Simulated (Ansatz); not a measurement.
```cif
data_structure
_symmetry_space_group_name_H-M 'P 1'
_symmetry_Int_Tables_number 1
_cell_length_a 7.4435
_cell_length_b 7.4435
_cell_length_c 7.4435
_cell_angle_alpha 90.000
_cell_angle_beta 90.000
_cell_angle_gamma 90.000
_cell_volume 412.42
loop_
_atom_site_label
_atom_site_type_symbol
_atom_site_fract_x
_atom_site_fract_y
_atom_site_fract_z
_atom_site_occupancy
Si1 Si 0.91707 0.41707 0.08293 1
Si2 Si 0.41707 0.91707 0.58293 1
Si3 Si 0.41707 0.08293 0.91707 1
Si4 Si 0.91707 0.58293 0.41707 1
Si5 Si 0.66707 0.16707 0.33293 1
Si6 Si 0.16707 0.66707 0.83293 1
Si7 Si 0.08293 0.91707 0.41707 1
Si8 Si 0.58293 0.41707 0.91707 1
Si9 Si 0.33293 0.66707 0.16707 1
Si10 Si 0.83293 0.16707 0.66707 1
Si11 Si 0.16707 0.33293 0.66707 1
Si12 Si 0.66707 0.83293 0.16707 1
Si13 Si 0.33293 0.33293 0.33293 1
Si14 Si 0.83293 0.83293 0.83293 1
Si15 Si 0.08293 0.08293 0.08293 1
Si16 Si 0.58293 0.58293 0.58293 1
Mo1 Mo 0.25000 0.37500 0.00000 1
Mo2 Mo 0.75000 0.87500 0.50000 1
Mo3 Mo 0.00000 0.25000 0.37500 1
Mo4 Mo 0.50000 0.75000 0.87500 1
Mo5 Mo 0.12500 0.00000 0.75000 1
Mo6 Mo 0.62500 0.50000 0.25000 1
Mo7 Mo 0.75000 0.12500 0.00000 1
Mo8 Mo 0.25000 0.62500 0.50000 1
Mo9 Mo 0.37500 0.00000 0.25000 1
Mo10 Mo 0.87500 0.50000 0.75000 1
Mo11 Mo 0.00000 0.75000 0.12500 1
Mo12 Mo 0.50000 0.25000 0.62500 1
```

Space group I-43d; a generated structure, not necessarily the stable one; computed without spin polarisation.

The calculation used Ansatz, DFT PBE, scalar-relativistic, plane waves, PAW.

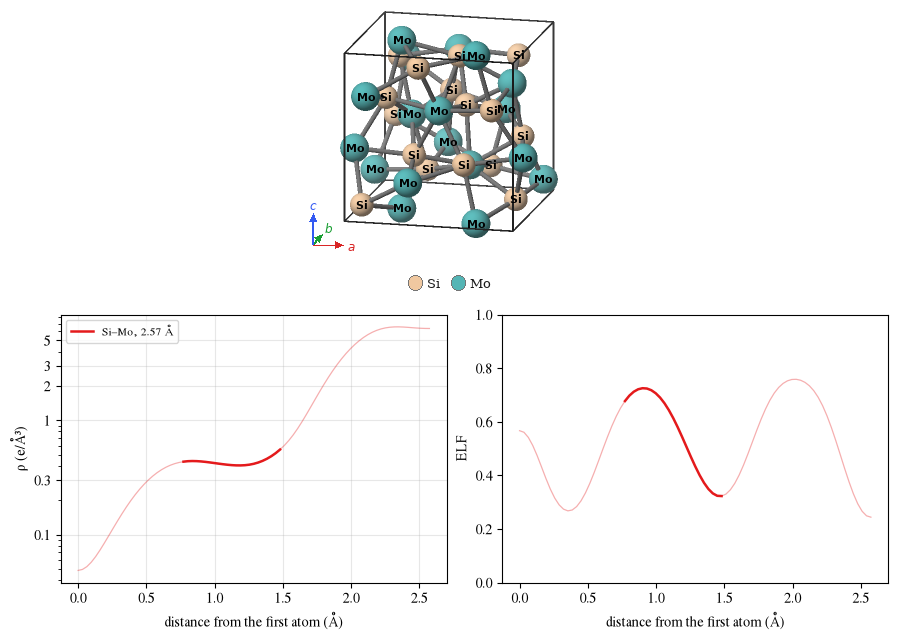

Si$_{4}$Mo$_{3}$. Valence electron density and electron localisation function along straight lines between neighbouring atoms. Thin, pale parts lie inside the atomic spheres. The structure is drawn too.

In a PAW calculation such maps are meaningful between the atoms, not at the nuclei.

**What can be read from the curves?**

Si–Mo (2.57 Å): the density is about 0.42 e/Å³ at the midpoint; the ELF peaks at about 0.75 in the valence shell of Si, 0.9 Å from its nucleus, and is about 0.45 at the midpoint.
